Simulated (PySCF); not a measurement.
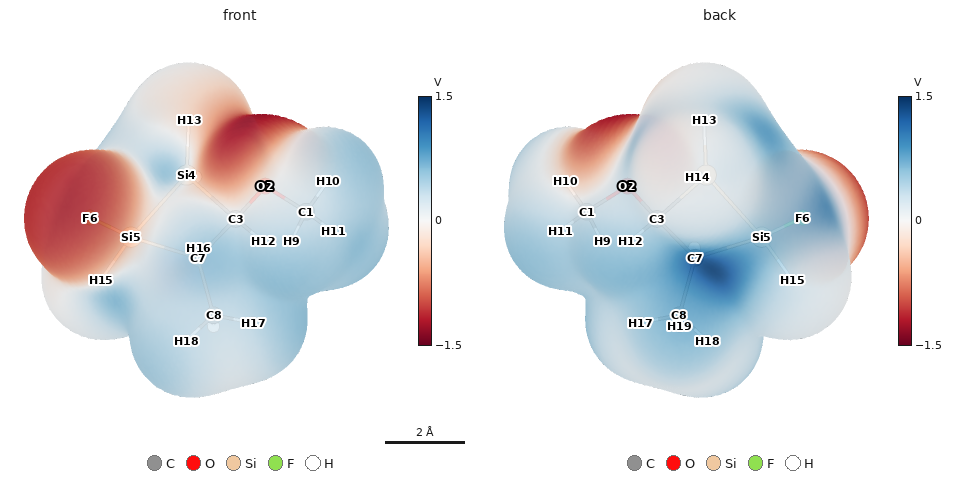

Figure 1: C4H11FOSi2. The electrostatic potential painted on the density surface at 0.001 e/bohr³, seen from the front and from behind; the colour scale runs from red (negative) to blue (positive).

Geometry: GFN2-xTB.

Computed with PBE0/pcSseg-1, SCF density, gas phase, non-relativistic in PySCF 2.14.0.

Input file:

```
{"job": {"kind": "nmr", "xc": "PBE0", "basis": "pcSseg-1"}, "charge": 0, "multiplicity": 1}
C      2.137861    -1.312636     0.474121
O      1.700328     0.011691     0.627115
C      0.628108     0.384211    -0.220106
Si     0.301581     2.284718     0.008102
Si    -1.793787     1.379588     0.424484
F     -2.380339     1.476263     1.937585
C     -0.751475    -0.229705     0.179063
C     -1.277935    -1.233018    -0.839055
H      1.370948    -2.034391     0.777796
H      3.010384    -1.430655     1.115249
H      2.419605    -1.516767    -0.567604
H      0.874429     0.095523    -1.254288
H      1.148857     2.857347     1.052458
H      0.509926     3.046340    -1.231407
H     -3.041635     1.429913    -0.331809
H     -0.623620    -0.743731     1.137586
H     -0.592779    -2.071604    -0.964301
H     -2.241907    -1.628052    -0.523070
H     -1.408355    -0.755784    -1.809379
```

Run with:

```sh
OMP_NUM_THREADS=1 python probes_run.py task.json out
```

Q: Describe the electrostatic potential map.

A: The most negative region (about −1.2 V) lies over O2, the most positive (about +1.3 V) over Si4 and Si5. O2 is the likeliest acceptor of a hydrogen bond.

Q: What dipole moment does the calculation give?

A: Its dipole moment is 2.35 D.
